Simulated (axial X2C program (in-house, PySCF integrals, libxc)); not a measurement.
# Linear HAlH⁻ at several levels

Aim: the two bond lengths and stretching wavenumbers of linear HAlH⁻, with and without spin–orbit coupling, at PBE0, HF, r2SCAN, MP2.

Computed with an in-house X2C program for linear molecules on PySCF integrals. Level: all-electron X2C, two-component (2c) or spin-free, H dyall-v3z, Al dyall-v3z.

All values are calculated.

2 further runs of the same task are left out: 2 set aside as unsound or not needed.

### Step 1. The job

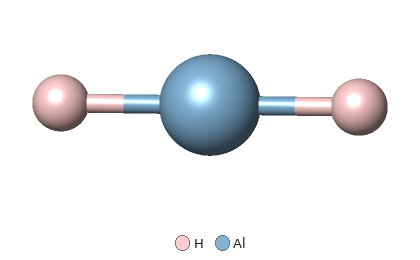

The atoms on one line, bonds 1.580 and 1.580 Å (hydrogen pink, aluminium light blue).

The input, task.json:

```json
{
 "zs": [
  1,
  13,
  1
 ],
 "q": -1,
 "bas": [
  "dyall-v3z",
  "dyall-v3z",
  "dyall-v3z"
 ],
 "r0": [
  1.58,
  1.58
 ],
 "symm": 1,
 "scan": [
  "PBE0",
  "HF",
  "r2SCAN"
 ],
 "levels": [
  "PBE0",
  "HF",
  "r2SCAN"
 ],
 "nst": 2
}
```

Keys: zs atomic numbers; q charge; bas basis sets; r0 starting distance in Å; symm equal bonds; scan levels of the two-bond scan (MP2 follows by itself at each HF point); levels methods; nst determinants followed.

The run is started by

```bash
$ python solin.py task.json out
```

Masses H 1.008, Al 26.982, H 1.008 u.

### Step 2. Scan at PBE0, 2c

State: Ω = 1 (beyond evenly filled blocks: ω = -1/2, ω = 3/2). Energies above the lowest point, from the job's result record:

```tsv
r(H–Al) (Å)	r(Al–H) (Å)	E (meV)
1.5405	1.5405	20.55
1.5405	1.5800	10.15
1.5405	1.6195	20.67
1.5800	1.5405	10.15
1.5800	1.5800	0.00
1.5800	1.6195	10.74
1.5800	1.6590	39.23
1.6195	1.5405	20.67
1.6195	1.5800	10.74
1.6195	1.6195	21.68
1.6590	1.5800	39.23
1.6590	1.6590	79.17
```

A quadratic surface with cubic terms in each bond gives the minimum at 1.578 and 1.578 Å, force constants 2.16, 2.16 and coupling 0.02 mdyn/Å.

### Step 3. Scan at HF, 2c

State: Ω = 1 (beyond evenly filled blocks: ω = -1/2, ω = 3/2). Energies above the lowest point, from the job's result record:

```tsv
r(H–Al) (Å)	r(Al–H) (Å)	E (meV)
1.5405	1.5405	17.03
1.5405	1.5800	8.37
1.5405	1.6195	21.01
1.5800	1.5405	8.37
1.5800	1.5800	0.00
1.5800	1.6195	12.89
1.5800	1.6590	43.71
1.6195	1.5405	21.01
1.6195	1.5800	12.89
1.6195	1.6195	26.03
1.6590	1.5800	43.71
1.6590	1.6590	88.33
```

A quadratic surface with cubic terms in each bond gives the minimum at 1.575 and 1.575 Å, force constants 2.23, 2.23 and coupling 0.02 mdyn/Å.

### Step 4. Scan at r2SCAN, 2c

State: Ω = 1 (beyond evenly filled blocks: ω = -1/2, ω = 3/2). Energies above the lowest point, from the job's result record:

```tsv
r(H–Al) (Å)	r(Al–H) (Å)	E (meV)
1.5405	1.5405	21.35
1.5405	1.5800	10.57
1.5405	1.6195	20.51
1.5800	1.5405	10.57
1.5800	1.5800	0.00
1.5800	1.6195	10.11
1.5800	1.6590	37.78
1.6195	1.5405	20.51
1.6195	1.5800	10.11
1.6195	1.6195	20.38
1.6590	1.5800	37.78
1.6590	1.6590	76.10
```

A quadratic surface with cubic terms in each bond gives the minimum at 1.579 and 1.579 Å, force constants 2.13, 2.13 and coupling 0.02 mdyn/Å.

### Step 5. The levels side by side

| level | r(H–Al) (Å) | r(Al–H) (Å) | lower stretch (cm⁻¹) | upper stretch (cm⁻¹) |
| --- | --- | --- | --- | --- |
| PBE0, 2c | 1.578 | 1.578 | 1914.7 | 1966.2 |
| HF, 2c | 1.575 | 1.575 | 1947.5 | 1996.6 |
| r2SCAN, 2c | 1.579 | 1.579 | 1899.7 | 1954.6 |
| MP2, 2c | 1.568 | 1.568 | 1981.0 | 2039.9 |
| PBE0, spin-free | 1.578 | 1.578 | 1914.8 | 1966.3 |
| HF, spin-free | 1.575 | 1.575 | 1947.7 | 1996.8 |
| r2SCAN, spin-free | 1.579 | 1.579 | 1899.8 | 1954.7 |
| MP2, spin-free | 1.568 | 1.568 | 1981.1 | 2040.0 |

Scans not shown above were run alike.

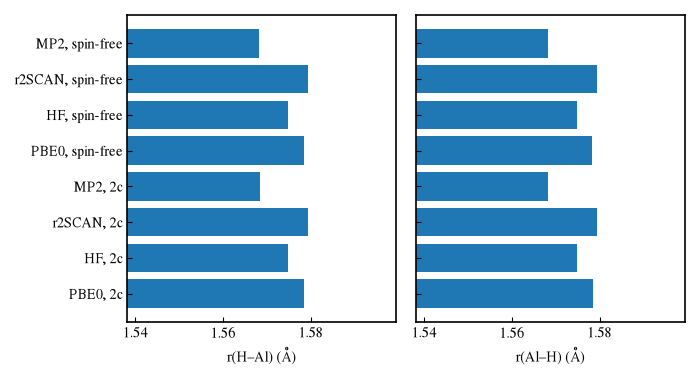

The two bond lengths by level.

What this shows: Over the levels the H–Al bond spans 1.568 to 1.579 Å and the Al–H bond 1.568 to 1.579 Å. At PBE0 spin–orbit coupling leaves both bonds unchanged to 0.001 Å. Each state is one determinant, the lowest of a limited PBE0 search; the stretches come from a fit to few points and are good to some per cent at best. The stretches are sorted by size, and where the two bonds are alike the symmetric and antisymmetric modes can swap order between levels. MP2 freezes inner shells (threshold -2 hartree). For an anion the highest level of a functional can be positive, and the basis then holds the extra electron. The molecule was held linear; bending was not examined, so a bent shape may lie lower. Open-shell Ω = 0 determinants with evenly filled partner blocks cannot be reached by this program, so the Ω shown need not be the lowest component. Note: several unpaired electrons, one determinant need not be a pure state.
